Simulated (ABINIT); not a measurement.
# Beyond one shot: CsCaBr3 (Pm-3m)

How far does self-consistency move the gap of CsCaBr3 (Pm-3m)?

Method: LDA and many-body steps on it, plane waves, in ABINIT 10.8.3.

### 1. Starting point

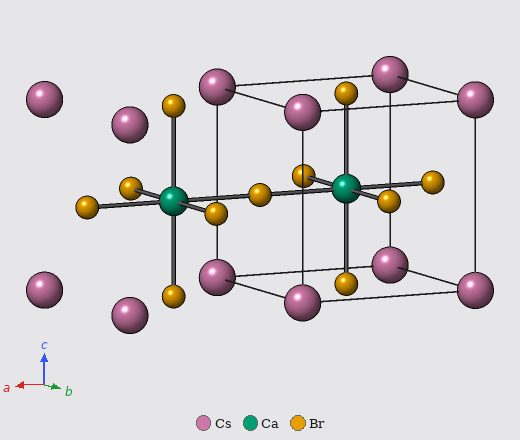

The cell as given, from a free direction (caesium pink, calcium teal, bromine orange). 2×1×1 cells are drawn. Some periodic images of atoms are drawn too.

The cell and positions are those that the Materials Project relaxed with its own functionals (PBE, PBE+U or r2SCAN), kept fixed. Spin-orbit coupling is left out unless a step names it.

### 2. Empty states on the mesh, 2×2×2 mesh, 270 bands

This step: ABINIT 10.8.3; DFT, LDA, plane waves, norm-conserving pseudopotentials.

The sums over transitions need many empty states on a uniform mesh; this step solves for them.

File run.abi:

```
acell 3*1.0 Angstrom
rprim 
  5.708665730000 0.000000000000 0.000000000000
  0.000000000000 5.708665730000 0.000000000000
  0.000000000000 0.000000000000 5.708665730000
ntypat 3
znucl 55 20 35
natom 5
typat 1 2 3 3 3
xred 
  0.000000000000 0.000000000000 0.000000000000
  0.500000000000 0.500000000000 0.500000000000
  0.500000000000 0.000000000000 0.500000000000
  0.000000000000 0.500000000000 0.500000000000
  0.500000000000 0.500000000000 0.000000000000
pp_dirpath "pseudos"
pseudos "Cs.upf, Ca.upf, Br.upf"
ecut 30
ngkpt 2 2 2
nshiftk 1
shiftk 0 0 0
kptopt 1
chksymbreak 0
iscf -2
irdden 1
istwfk *1
nband 270
nbdbuf 24
tolwfr 1e-09
nstep 60
prtvol 0
indata_prefix "in"
outdata_prefix "out"
tmpdata_prefix "tmp"
```

Launch:

```bash
OMP_NUM_THREADS=1 mpirun -n 4 abinit run.abi > log
```

Numbers of over 12 decimals in the logs are rounded to 6 here.

Output:

```text
.Version 10.8.3 of ABINIT. v10.8.2 released Aug 2026.

 Symmetries : space group Pm -3 m (#221); Bravais cP (primitive cubic)
[... echo of the input left out ...]
== DATASET  1 ==================================================================
-   mpi_nproc: 4, omp_nthreads: 1 (-1 if OMP is not activated)

--- !DatasetInfo
iteration_state: {dtset: 1, }
dimensions: {natom: 5, nkpt: 4, mband: 270, nsppol: 1, nspinor: 1, nspden: 1, mpw: 9952, }
cutoff_energies: {ecut:  30.0, pawecutdg:  -1.0, }
[...]
2.23395    2.24722    2.24722    2.24892    2.24892    2.24892    2.25542    2.25542
   2.25542    2.26600    2.26600    2.26600    2.27265    2.27265    2.30566    2.30566
   2.30566    2.33443    2.36199    2.50491    2.50716    2.51375
 prteigrs : prtvol=0 or 1, do not print more k-points.

== END DATASET(S) ==============================================================
================================================================================

 -outvars: echo values of variables after computation  --------
            nband         270
             nkpt           4
          spgroup         221
 [... the other variables as echoed above ...]

 Calculation completed.
```

Run time: 3.4 min. Hardware: 4 MPI ranks of Arm Neoverse V1, shared host; peak memory 0.46 GiB; 14 min of CPU time.

Numbers from this step:

```yaml
gap: 4.079 eV
k_of_the_valence_top: 0.5, 0.5, 0.5
k_of_the_conduction_bottom: 0, 0, 0
least_direct_gap: 4.333 eV
k_points_computed: 4
lowest_point_of_the_top_converged_band_above_the_valence_top: 59.8065 eV
```

On this mesh the gap is 4.079 eV.

The density comes from a self-consistent run that is not shown.

### 3. Screening, 2×2×2 mesh, 246 bands, screening to 130.6 eV

The RPA dielectric matrix is built and inverted for each q.

This step: RPA screening on LDA, plane waves, norm-conserving pseudopotentials.

run.abi: that of step 2 with these lines changed.

```diff
@@ -23,10 +23,11 @@
 chksymbreak 0
-iscf -2
-irdden 1
 istwfk *1
-nband 270
-nbdbuf 24
-tolwfr 1e-09
-nstep 60
-prtvol 0
+occopt 1
+irdwfk 1
+optdriver 3
+nband 246
+ecuteps 4.8
+inclvkb 2
+awtr 1
+symchi 1
 indata_prefix "in"
```

Output:

```text
.Version 10.8.3 of ABINIT. v10.8.2 released Aug 2026.

 Symmetries : space group Pm -3 m (#221); Bravais cP (primitive cubic)
[... echo of the input left out ...]
== DATASET  1 ==================================================================
-   mpi_nproc: 4, omp_nthreads: 1 (-1 if OMP is not activated)

--- !DatasetInfo
iteration_state: {dtset: 1, }
dimensions: {natom: 5, nkpt: 4, mband: 246, nsppol: 1, nspinor: 1, nspden: 1, mpw: 9952, }
cutoff_energies: {ecut:  30.0, pawecutdg:  -1.0, }
electrons: {nelect:   4.00000000E+01, charge:   0.00000000E+00, occopt:   1.00000000E+00, tsmear:   1.00000000E-02, }

 SCREENING: Calculation of the susceptibility and dielectric matrices

 Based on a program developped by R.W. Godby, V. Olevano, G. Onida, and L. Reining.
 Incorporated in ABINIT by V. Olevano, G.-M. Rignanese, and M. Torrent.
.Using double precision arithmetic ; gwpc =  8

[... cell and pseudopotentials left out ...]
--------------------------------------------------------------------------------

 ==== K-mesh for the wavefunctions ====
 Number of points in the irreducible wedge :     4
[... list of points left out ...]
 Together with 48 symmetry operations and time-reversal symmetry
 yields     8 points in the full Brillouin Zone.

 ==== Q-mesh for the screening function ====
 Number of points in the irreducible wedge :     4
[... list of points left out ...]
 Together with 48 symmetry operations and time-reversal symmetry
 yields     8 points in the full Brillouin Zone.

 setmesh: FFT mesh size selected  =    40x   40x   40
          total number of points  =        64000

 vcoul_init : cutoff-mode = AUXILIARY_FUNCTION
 q-points for optical limit:   1
     1)      0.000010    0.000020    0.000030

- screening: taking advantage of time-reversal symmetry
- Maximum band index for partially occupied states nbvw = 20
- Remaining bands to be divided among processors   nbcw = 226
- Number of bands treated by each node ~56

 Number of electrons calculated from density =   40.0000; Expected =   40.0000
 average of density, n =  0.031861
 r_s =    1.9568
 omega_plasma =   17.2181 [eV]

 calculating chi0 at frequencies [eV] :
  1    0.000000E+00    0.000000E+00
  2    0.000000E+00    1.721811E+01

--------------------------------------------------------------------------------
  q-point number  1        q = ( 0.000000, 0.000000, 0.000000) [r.l.u.]
--------------------------------------------------------------------------------
[... chi0 elements left out ...]
 For q-point:  0.000010 0.000020 0.000030
  dielectric constant =   3.2034
  dielectric constant without local fields =   3.7814

  Average fulfillment of the sum rule on Im[epsilon] for q-point    1 :     82.32  [%]
[... wings left out ...]
  q-point number  2        q = ( 0.500000, 0.000000, 0.000000) [r.l.u.]
--------------------------------------------------------------------------------
[... chi0 elements left out ...]
  Average fulfillment of the sum rule on Im[epsilon] for q-point    2 :     86.60  [%]

 [... 2 further q-points ...]
```

Run time: 83 s. Hardware: 4 MPI ranks; peak memory 2.2 GiB.

This step gave:

```
ε∞ with local fields, on this mesh, along the program's q direction : 3.203
the same without local fields                                       : 3.781
plasma frequency                                                    : 17.22 eV
plane waves in the screening matrix                                 : 619
```

Local fields lower ε∞ by 15 %. On a Γ-centred mesh this coarse the value itself is usually too large, while a short band sum pulls it down.

### 4. G0W0

The self-energy is evaluated for the states that the input lists, and the levels follow from it, in one-shot runs by the linearised quasiparticle equation.

This step: G0W0 on LDA, plane waves, norm-conserving pseudopotentials.

run.abi: that of step 3 with these lines changed.

```diff
@@ -26,8 +26,17 @@
 irdwfk 1
-optdriver 3
+optdriver 4
 nband 246
+gwcalctyp 0
+ecutsigx 30
+symsigma 1
+nkptgw 2
+kptgw 
+  0.5000000000 0.5000000000 0.5000000000
+  0.0000000000 0.0000000000 0.0000000000
+bdgw 
+  18 23
+  18 24
 ecuteps 4.8
-inclvkb 2
-awtr 1
-symchi 1
+irdscr 1
+ppmodel 1
 indata_prefix "in"
```

Output:

```text
.Version 10.8.3 of ABINIT. v10.8.2 released Aug 2026.

 Symmetries : space group Pm -3 m (#221); Bravais cP (primitive cubic)
[... echo of the input left out ...]
== DATASET  1 ==================================================================
-   mpi_nproc: 4, omp_nthreads: 1 (-1 if OMP is not activated)

--- !DatasetInfo
iteration_state: {dtset: 1, }
dimensions: {natom: 5, nkpt: 4, mband: 246, nsppol: 1, nspinor: 1, nspden: 1, mpw: 9952, }
cutoff_energies: {ecut:  30.0, pawecutdg:  -1.0, }
electrons: {nelect:   4.00000000E+01, charge:   0.00000000E+00, occopt:   1.00000000E+00, tsmear:   1.00000000E-02, }

 SIGMA: Calculation of the GW corrections

 Based on a program developped by R.W. Godby, V. Olevano, G. Onida, and L. Reining.
 Incorporated in ABINIT by V. Olevano, G.-M. Rignanese, and M. Torrent.
.Using double precision arithmetic ; gwpc =  8

[... cell and pseudopotentials left out ...]
--------------------------------------------------------------------------------

 ==== K-mesh for the wavefunctions ====
 Number of points in the irreducible wedge :     4
[... list of points left out ...]
 Together with 48 symmetry operations and time-reversal symmetry
 yields     8 points in the full Brillouin Zone.

 ==== Q-mesh for screening function ====
 Number of points in the irreducible wedge :     4
[... list of points left out ...]
 Together with 48 symmetry operations and time-reversal symmetry
 yields     8 points in the full Brillouin Zone.

 vcoul_init : cutoff-mode = AUXILIARY_FUNCTION
 q-points for optical limit:   1
     1)      0.000010    0.000020    0.000030
 setmesh: FFT mesh size selected  =    54x   54x   54
          total number of points  =       157464

 Number of electrons calculated from density =   40.0000; Expected =   40.0000
 average of density, n =  0.031861
 r_s =    1.9568
 omega_plasma =   17.2181 [eV]

 === KS Band Gaps ===
  >>>> For spin  1
   Minimum direct gap =   4.3325 [eV], located at k-point      :   0.0000  0.0000  0.0000
   Fundamental gap    =   4.0789 [eV], Top of valence bands at :   0.5000  0.5000  0.5000
                                       Bottom of conduction at :   0.0000  0.0000  0.0000
 SIGMA fundamental parameters:
 PLASMON POLE MODEL  1
 number of plane-waves for SigmaX                 9795
 number of plane-waves for SigmaC and W            619
 number of plane-waves for wavefunctions          9795
 number of bands                                   246
 number of independent spin polarizations            1
 number of spinorial components                      1
 number of k-points in IBZ                           4
 number of q-points in IBZ                           4
 number of symmetry operations                      48
 number of k-points in BZ                            8
 number of q-points in BZ                            8
 number of frequencies for dSigma/dE                 9
 frequency step for dSigma/dE [eV]                0.25
 number of omega for Sigma on real axis              0
 max omega for Sigma on real axis  [eV]           0.00
 zcut for avoiding poles [eV]                     0.10

 EPSILON^-1 parameters (SCR file):
 dimension of the eps^-1 matrix on file            619
 dimension of the eps^-1 matrix used               619
 number of plane-waves for wavefunctions          9795
 number of bands                                   246
 number of q-points in IBZ                           4
 number of frequencies                               2
 number of real frequencies                          1
 number of imag frequencies                          1

 matrix elements of self-energy operator (all in [eV])

 Perturbative Calculation

--- !SelfEnergy_ee
iteration_state: {dtset: 1, }
kpoint     : [   0.500,    0.500,    0.500, ]
spin       : 1
KS_gap     :    5.719
QP_gap     :    8.054
Delta_QP_KS:    2.335
data: !SigmaeeData |
     Band     E0 <VxcDFT>   SigX SigC(E0)      Z dSigC/dE  Sig(E)    E-E0       E
       18   0.587 -12.794 -16.353   2.063   0.802  -0.247 -13.994  -1.200  -0.613
       19   0.587 -12.794 -16.353   2.063   0.802  -0.247 -13.994  -1.200  -0.613
       20   0.587 -12.794 -16.353   2.063   0.802  -0.247 -13.994  -1.200  -0.613
       21   6.306  -7.934  -3.495  -3.097   0.846  -0.182  -6.799   1.135   7.441
       22   6.306  -7.934  -3.495  -3.097   0.846  -0.182  -6.799   1.135   7.441
       23   6.306  -7.934  -3.495  -3.097   0.846  -0.182  -6.799   1.135   7.441

--- !SelfEnergy_ee
iteration_state: {dtset: 1, }
kpoint     : [   0.000,    0.000,    0.000, ]
spin       : 1
KS_gap     :    4.332
QP_gap     :    6.577
Delta_QP_KS:    2.245
data: !SigmaeeData |
     Band     E0 <VxcDFT>   SigX SigC(E0)      Z dSigC/dE  Sig(E)    E-E0       E
[...]
22   5.101 -11.208  -5.425  -3.513   0.827  -0.209  -9.331   1.876   6.977
       23   5.101 -11.208  -5.425  -3.513   0.827  -0.209  -9.331   1.876   6.977
       24   5.101 -11.208  -5.425  -3.513   0.827  -0.209  -9.331   1.876   6.977

== END DATASET(S) ==============================================================
================================================================================

 -outvars: echo values of variables after computation  --------
           etotal      0.0000000000E+00
            nband         246
             nkpt           4
          spgroup         221
 [... the other variables as echoed above ...]

 Calculation completed.
```

Wall time 63 s (4 MPI ranks); peak memory 2.1 GiB; 4.2 min of CPU time.

This step gave:

| Property | Result |
| --- | --- |
| G0W0 gap on the points computed | 6.324 eV |
| starting gap on the mesh | 4.079 eV |
| k of the valence top | 0.5, 0.5, 0.5 |
| k of the conduction bottom | 0, 0, 0 |
| Z at the valence top | 0.802 |
| Z at the conduction bottom | 0.85 |
| least direct G0W0 gap on the computed points | 6.578 eV |

The gap on the mesh goes from 4.08 eV to 6.32 eV, a correction of +2.25 eV.

### 5. evGW0, cycle 1

This step: evGW0 on LDA, plane waves, norm-conserving pseudopotentials.

run.abi: that of step 4 with these lines changed.

```diff
@@ -28,12 +28,16 @@
 nband 246
-gwcalctyp 0
+gwcalctyp 10
 ecutsigx 30
 symsigma 1
-nkptgw 2
+nkptgw 4
 kptgw 
+  0.0000000000 0.0000000000 0.0000000000
+  0.5000000000 0.0000000000 0.0000000000
+  0.5000000000 0.5000000000 0.0000000000
   0.5000000000 0.5000000000 0.5000000000
-  0.0000000000 0.0000000000 0.0000000000
 bdgw 
-  18 23
-  18 24
+  9 29
+  9 29
+  9 29
+  9 29
 ecuteps 4.8
```

Output:

```text
.Version 10.8.3 of ABINIT. v10.8.2 released Aug 2026.

 Symmetries : space group Pm -3 m (#221); Bravais cP (primitive cubic)
[... echo of the input left out ...]
== DATASET  1 ==================================================================
-   mpi_nproc: 4, omp_nthreads: 1 (-1 if OMP is not activated)

--- !DatasetInfo
iteration_state: {dtset: 1, }
dimensions: {natom: 5, nkpt: 4, mband: 246, nsppol: 1, nspinor: 1, nspden: 1, mpw: 9952, }
cutoff_energies: {ecut:  30.0, pawecutdg:  -1.0, }
electrons: {nelect:   4.00000000E+01, charge:   0.00000000E+00, occopt:   1.00000000E+00, tsmear:   1.00000000E-02, }

 SIGMA: Calculation of the GW corrections

 Based on a program developped by R.W. Godby, V. Olevano, G. Onida, and L. Reining.
 Incorporated in ABINIT by V. Olevano, G.-M. Rignanese, and M. Torrent.
.Using double precision arithmetic ; gwpc =  8

[... cell and pseudopotentials left out ...]
--------------------------------------------------------------------------------

 ==== K-mesh for the wavefunctions ====
 Number of points in the irreducible wedge :     4
[... list of points left out ...]
 Together with 48 symmetry operations and time-reversal symmetry
 yields     8 points in the full Brillouin Zone.

 ==== Q-mesh for screening function ====
 Number of points in the irreducible wedge :     4
[... list of points left out ...]
 Together with 48 symmetry operations and time-reversal symmetry
 yields     8 points in the full Brillouin Zone.

 vcoul_init : cutoff-mode = AUXILIARY_FUNCTION
 q-points for optical limit:   1
     1)      0.000010    0.000020    0.000030
 setmesh: FFT mesh size selected  =    54x   54x   54
          total number of points  =       157464

 Number of electrons calculated from density =   40.0000; Expected =   40.0000
[...]
--- !SelfEnergy_ee
iteration_state: {dtset: 1, }
kpoint     : [   0.500,    0.500,    0.000, ]
spin       : 1
KS_gap     :    5.716
QP_gap     :    9.203
Delta_QP_KS:    3.487
data: !SigmaeeData |
     Band     E_DFT   <VxcDFT>   E(N-1)  <Hhartree>   SigX  SigC[E(N-1)]    Z     dSigC/dE  Sig[E(N)]  DeltaE  E(N)_pert E(N)_diago
[...]
--- !SelfEnergy_ee
iteration_state: {dtset: 1, }
kpoint     : [   0.500,    0.500,    0.500, ]
spin       : 1
KS_gap     :    5.719
QP_gap     :    8.054
Delta_QP_KS:    2.335
data: !SigmaeeData |
     Band     E_DFT   <VxcDFT>   E(N-1)  <Hhartree>   SigX  SigC[E(N-1)]    Z     dSigC/dE  Sig[E(N)]  DeltaE  E(N)_pert E(N)_diago
[...]
28     8.663    -8.559     8.663    17.222    -3.682    -3.263     0.843    -0.186    -7.198     1.361    10.024    10.277
       29     8.663    -8.559     8.663    17.222    -3.682    -3.263     0.843    -0.186    -7.198     1.361    10.024    10.277

 New Fermi energy :        9.160323E-02 Ha ,    2.492651E+00 eV

 === QP Band Gaps ===
  >>>> For spin  1
   Minimum direct gap =   7.0569 [eV], located at k-point      :   0.0000  0.0000  0.0000
   Fundamental gap    =   6.8045 [eV], Top of valence bands at :   0.5000  0.5000  0.5000
                                       Bottom of conduction at :   0.0000  0.0000  0.0000

 writing QP data on file : out_QPS

 Convergence of QP corrections
 >>>>> For spin  1 <<<<<
.  kptgw no:  1; Maximum DeltaE = (  -1.200   0.000) for band index: 19
.  kptgw no:  2; Maximum DeltaE = (  -1.252  -0.000) for band index: 17
.  kptgw no:  3; Maximum DeltaE = (  -1.252  -0.000) for band index: 16
.  kptgw no:  4; Maximum DeltaE = (  -1.102  -0.000) for band index: 17

== END DATASET(S) ==============================================================
================================================================================

 -outvars: echo values of variables after computation  --------
           etotal      0.0000000000E+00
            nband         246
             nkpt           4
          spgroup         221
 [... the other variables as echoed above ...]

 Calculation completed.
```

Run time: 8 min. Hardware: 4 MPI ranks; peak memory 2.4 GiB.

This step gave:

| Quantity | Value |
| --- | --- |
| quasiparticle gap on the mesh | 6.805 eV |
| gap of the density functional on the mesh | 4.079 eV |
| k of the valence top | 0.5, 0.5, 0.5 |
| k of the conduction bottom | 0, 0, 0 |
| Z at the valence top | 0.802 |
| Z at the conduction bottom | 0.85 |
| least direct quasiparticle gap on the computed points | 7.057 eV |

Against G0W0 in ABINIT (2×2×2 mesh, 246 bands, screening to 130.6 eV, Godby-Needs plasmon pole), the gap moves by +0.481 eV. This first cycle still uses the starting levels; it takes the full correction, at all points of the mesh, and its linearised value is 6.324 eV.

### 6. evGW0, cycle 2

The corrected levels of the last cycle go back in.

run.abi: that of step 5 with these lines changed.

```diff
@@ -45,2 +45,3 @@
 ppmodel 1
+irdqps 1
 indata_prefix "in"
```

Output:

```text
.Version 10.8.3 of ABINIT. v10.8.2 released Aug 2026.

 Symmetries : space group Pm -3 m (#221); Bravais cP (primitive cubic)
[... echo of the input left out ...]
== DATASET  1 ==================================================================
-   mpi_nproc: 4, omp_nthreads: 1 (-1 if OMP is not activated)

--- !DatasetInfo
iteration_state: {dtset: 1, }
dimensions: {natom: 5, nkpt: 4, mband: 246, nsppol: 1, nspinor: 1, nspden: 1, mpw: 9952, }
cutoff_energies: {ecut:  30.0, pawecutdg:  -1.0, }
[...]
.  kptgw no:  2; Maximum DeltaE = (  -0.120  -0.000) for band index: 21
.  kptgw no:  3; Maximum DeltaE = (   0.085  -0.000) for band index: 16
.  kptgw no:  4; Maximum DeltaE = (   0.076  -0.000) for band index: 17

== END DATASET(S) ==============================================================
================================================================================

 -outvars: echo values of variables after computation  --------
           etotal      0.0000000000E+00
            nband         246
             nkpt           4
          spgroup         221
 [... the other variables as echoed above ...]

 Calculation completed.
```

Wall time 8 min (4 MPI ranks); peak memory 2.4 GiB; 32 min of CPU time.

Numbers from this step:

* quasiparticle gap on the mesh: 6.636 eV
* gap of the density functional on the mesh: 4.079 eV
* k of the valence top: 0.5, 0.5, 0.5
* k of the conduction bottom: 0, 0, 0
* least direct quasiparticle gap on the computed points: 6.89 eV

Against the cycle before, the gap moves by −0.169 eV.

(Continued in part 2 of 3.)

[Paths, hosts, dates, memory and timing lines, banners, echoed tables and standing remarks are left out of the program output.]

[Logs are printed without paths, hosts, clocks, repeated set-up lines and the standing remarks that a program may print on its own settings, such as how far it seeks lower states.]

[Runs of the session that timed out or met a known fault of the program may be left out.]

[Hosts, paths, dates, database ids (printed as entryN), source tags and the programs' standing remarks are cut or masked in the printed files.]

[G0W0 gaps are taken among the corrected bands and points alone; a level outside them can change the order at an edge.]

[Where Ansatz stands beside ABINIT at settings called matched, ABINIT's density can come from a denser mesh and the files from another edition; pairs whose starting gaps differed by over 0.03 eV were left out, so agreement reads better than it is.]
